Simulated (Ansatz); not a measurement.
Ligand exchange: C2H5BrMg + CH3F → C2H5FMg + CH3Br

Species: C2H5BrMg `C[CH2][Mg][Br]`, singlet; CH3F (fluoromethane) `CF`, singlet; C2H5FMg `C[CH2][Mg][F]`, singlet; CH3Br (bromomethane) `CBr`, singlet. The partners trade Br for F: Mg–Br and C–F bonds give way to Mg–F and C–Br.

Shapes, held fixed at every level: PBE0-D4/def2-TZVP. Programs: Ansatz 0.2.0. The zero-point and thermal change to 298 K, harmonic and unscaled (PBE0-D4/def2-TZVP), is -3.6 kJ/mol.

```json
{"level": "PBE-D4/def2-TZVPP", "kind": "GGA", "ΔH(298 K) (kJ/mol)": "-12.4", "less CCSD(T)/def2-TZVPP": "-3.7", "CPU time (sum over the molecules)": "18 s"}
{"level": "r2SCAN0-D4/def2-TZVPP", "kind": "global hybrid", "ΔH(298 K) (kJ/mol)": "+1.4", "less CCSD(T)/def2-TZVPP": "+10.1", "CPU time (sum over the molecules)": "28 s"}
{"level": "B2PLYP/def2-TZVPP", "kind": "double hybrid", "ΔH(298 K) (kJ/mol)": "-10.0", "less CCSD(T)/def2-TZVPP": "-1.3", "CPU time (sum over the molecules)": "31 s"}
{"level": "MP2/def2-TZVPP", "kind": "perturbation theory", "ΔH(298 K) (kJ/mol)": "-16.8", "less CCSD(T)/def2-TZVPP": "-8.1", "CPU time (sum over the molecules)": "–"}
{"level": "CCSD(T)/def2-SVP", "kind": "coupled cluster or CI", "ΔH(298 K) (kJ/mol)": "-0.4", "less CCSD(T)/def2-TZVPP": "+8.3", "CPU time (sum over the molecules)": "32 s"}
{"level": "CCSD/def2-SVP", "kind": "coupled cluster or CI", "ΔH(298 K) (kJ/mol)": "+1.4", "less CCSD(T)/def2-TZVPP": "+10.1", "CPU time (sum over the molecules)": "–"}
{"level": "CCSD(T)/def2-TZVPP", "kind": "coupled cluster or CI", "ΔH(298 K) (kJ/mol)": "-8.7", "less CCSD(T)/def2-TZVPP": "0.0", "CPU time (sum over the molecules)": "8.3 min"}
```

The highest level, CCSD(T)/def2-TZVPP, gives ΔH(298 K) = -8.7 kJ/mol; the levels span -16.8 to +1.4. They disagree on the sign: 2 of 7 are positive. The column of differences is taken from that level and isn't an error. No measured value is set beside it here. Relativity is left out for Br unless named. Correlated rows may include outer-core shells of Br, Mg, which these sets cover unevenly. Times are processor times on shared x86 and Arm servers, and rough.

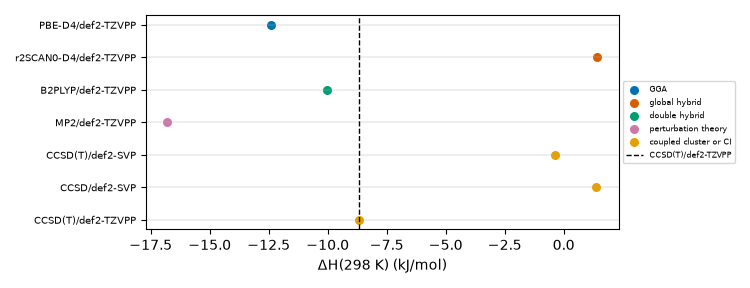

The values of the table, level by level.
